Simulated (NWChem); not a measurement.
**One shape, several levels: CH3BO (Borane carbonyl)**

Aim: a comparison of 3 runs (HF/def2-TZVP, B3LYP/6-31G**, CCSD(T)/def2-TZVP) of CH3BO (Borane carbonyl). 

The calculation is run with NWChem 7.3.0.

### Step 1. Starting point

CH3BO has 6 atoms, charge 0, and is taken as a singlet. As SMILES, `[BH3-]C#[O+]`. The shape is that of a PBE0-D4/def2-TZVP optimisation.

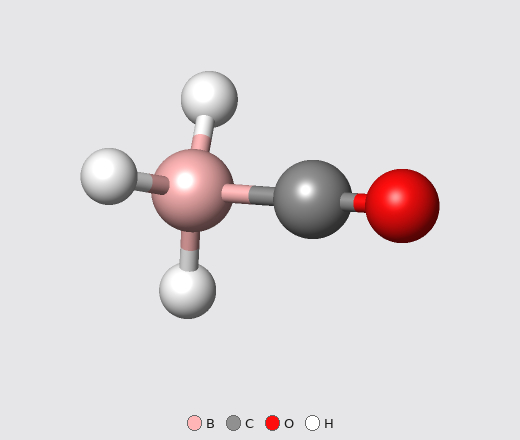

Viewed from a chosen angle; boron pink, carbon grey, oxygen red, hydrogen white.

### Step 2. Energy and forces at HF/def2-TZVP (run 1)

The input, ch3bo.xyz:

```xyz
6

B     -0.275160     0.419730    -0.199910
C      0.494180    -0.755680     0.359250
O      1.068320    -1.631140     0.776320
H     -1.437140     0.121710    -0.050320
H      0.069540     0.485120    -1.356800
H      0.080260     1.360240     0.471460
```

The input, ch3bo.nw:

```
start ch3bo
memory 2200 mb
charge 0

geometry units angstrom noautosym nocenter noautoz
  load format xyz ch3bo.xyz
end

basis spherical bse
  B library def2-TZVP
  C library def2-TZVP
  O library def2-TZVP
  H library def2-TZVP
end

scf
  nopen 0
  rhf
  thresh 1e-08
  maxiter 80
end

task scf gradient
```

Started as:

```bash
nwchem ch3bo.nw > ch3bo.out
```

The log of the run:

```text
[...]
  functions       =   111
[...]
  wavefunction    = RHF
[...]
         Total SCF energy =   -139.196583672459
      One-electron energy =   -300.340579925838
      Two-electron energy =    104.313741650981
 Nuclear repulsion energy =     56.830254602398
        Time for solution =     19.5s
[...]
                         RHF ENERGY GRADIENTS
    atom               coordinates                        gradient
                 x          y          z           x          y          z
   1 B      -0.519977   0.793175  -0.377775    0.016145  -0.024702   0.011736
   2 C       0.933865  -1.428028   0.678884   -0.050857   0.077594  -0.036947
   3 O       2.018832  -3.082408   1.467032    0.036634  -0.055829   0.026607
   4 H      -2.715801   0.229999  -0.095091   -0.002072   0.000247  -0.000107
   5 H       0.131412   0.916744  -2.563980    0.000060   0.000741  -0.001937
   6 H       0.151669   2.570481   0.890930    0.000091   0.001949   0.000648
[...]
```

It took 30 s on 1 thread of AMD EPYC 9B14 (Zen 4), shared host; peak memory 0.11 GiB.

### Step 3. Energy and gradient at B3LYP/6-31G(d,p) (spherical functions) (run 2)

The input, run.nw:

```
start run
title "CH3BO gradient"
memory total 2200 mb

geometry units angstroms noautosym nocenter noautoz
   B    -0.275160    0.419730   -0.199910
   C     0.494180   -0.755680    0.359250
   O     1.068320   -1.631140    0.776320
   H    -1.437140    0.121710   -0.050320
   H     0.069540    0.485120   -1.356800
   H     0.080260    1.360240    0.471460
end

basis spherical bse
   * library 6-31G**
end

dft
   xc b3lyp
   mult 1
   grid xfine
   convergence energy 1e-08
   maxiter 100
   mulliken
   print medium
end

task dft gradient
```

Started as:

```bash
nwchem run.nw > run.out
```

The log of the run:

```text
[...]
          Wavefunction type:  closed shell.
          No. of atoms     :     6
          No. of electrons :    22
[...]
          Charge           :     0
          Spin multiplicity:     1
[...]
          AO basis - number of functions:    57
[...]
              XC Information
              --------------
                         B3LYP Method XC Potential
                     Hartree-Fock (Exact) Exchange  0.200
                        Slater Exchange Functional  0.800 local
                    Becke 1988 Exchange Functional  0.720 non-local
              Lee-Yang-Parr Correlation Functional  0.810
                  VWN I RPA Correlation Functional  0.190 local
[...]
 d= 0,ls=0.0,diis     1   -139.8893716410 -1.97D+02  1.68D-02  6.29D-01     1.2
[...]
 d= 0,ls=0.0,diis     8   -139.9705993838  9.78D-09  5.74D-06  3.02D-07     7.7
         Total DFT energy =     -139.970599383754
      One electron energy =     -300.751783768905
           Coulomb energy =      123.075830256394
    Exchange-Corr. energy =      -19.124900473641
 Nuclear repulsion energy =       56.830254602398
[...]
  wavefunction    = closed shell
                         DFT ENERGY GRADIENTS
    atom               coordinates                        gradient
                 x          y          z           x          y          z
   1 B      -0.519977   0.793175  -0.377775    0.003089  -0.004738   0.002245
   2 C       0.933865  -1.428028   0.678884    0.013441  -0.020485   0.009765
   3 O       2.018832  -3.082408   1.467032   -0.017665   0.026964  -0.012836
   4 H      -2.715801   0.229999  -0.095091    0.000164  -0.000673   0.000321
   5 H       0.131412   0.916744  -2.563980    0.000479  -0.000613   0.000063
   6 H       0.151669   2.570481   0.890930    0.000493  -0.000455   0.000442
[...]
```

It took 11 s on 1 thread of AMD EPYC 9B14 (Zen 4), shared host; peak memory 0.13 GiB.

### Step 4. A single-point energy at CCSD(T)/def2-TZVP (run 3)

The input, work.nw:

```
start work
memory 2200 mb

geometry noautosym nocenter noautoz
  B     -0.275160     0.419730    -0.199910
  C      0.494180    -0.755680     0.359250
  O      1.068320    -1.631140     0.776320
  H     -1.437140     0.121710    -0.050320
  H      0.069540     0.485120    -1.356800
  H      0.080260     1.360240     0.471460
end

basis spherical bse
  * library def2-TZVP
end

scf
  thresh 1e-08
  maxiter 80
end

ccsd
  freeze core 3
  maxiter 60
end

task ccsd(t)
```

Started as:

```bash
nwchem work.nw > work.out
```

The log of the run:

```text
[...]
  functions       =   111
[...]
  wavefunction    = RHF
[...]
         Total SCF energy =   -139.196583672482
      One-electron energy =   -300.340579925864
      Two-electron energy =    104.313741650983
 Nuclear repulsion energy =     56.830254602398
        Time for solution =     20.3s
[...]
 Total MP2 energy:           -139.687096348974194
[...]
             energy      energy      error      ampl     ampl      Block
                                                time     time      time
[...]
 Total CCSD energy:           -139.705795593243380
[...]
 Total CCSD+T(CCSD) energy:           -139.730545999529113
[...]
 Total CCSD(T) energy:                -139.728738045088988
[...]
```

Wall time 3.2 min (1 thread of AMD EPYC 9B14 (Zen 4), shared host); peak memory 0.32 GiB.

### Step 5. Overview of the runs

```
run                                level  iteration cap   module  energy (Eh)  dipole moment (D) of the reference  HOMO energy (eV)  LUMO energy (eV)  wall time
  1                         HF/def2-TZVP             80      scf  -139.196584                                1.68            -12.85              2.76       30 s
  2  B3LYP/6-31G** (spherical functions)            100      dft  -139.970599                                1.51             -9.16             -1.40       11 s
  3                    CCSD(T)/def2-TZVP             80  ccsd(t)  -139.728738                                   –            -12.85              2.76    3.2 min
```

### Step 6. Outcome

| quantity | value |
| --- | --- |
| run 3: total energy | -139.72874 Eh |
| run 3: HOMO energy (Hartree–Fock orbitals) | -12.85 eV |
| run 3: LUMO energy (Hartree–Fock orbitals) | 2.76 eV |
| run 3: HOMO–LUMO gap (Hartree–Fock orbitals) | 15.61 eV |
| run 3: correlation energy (3 core orbitals frozen) | -532.2 mEh |
| run 3: (T) correction | -22.94 mEh |

All runs together took 3.9 min, the longest 3.2 min.
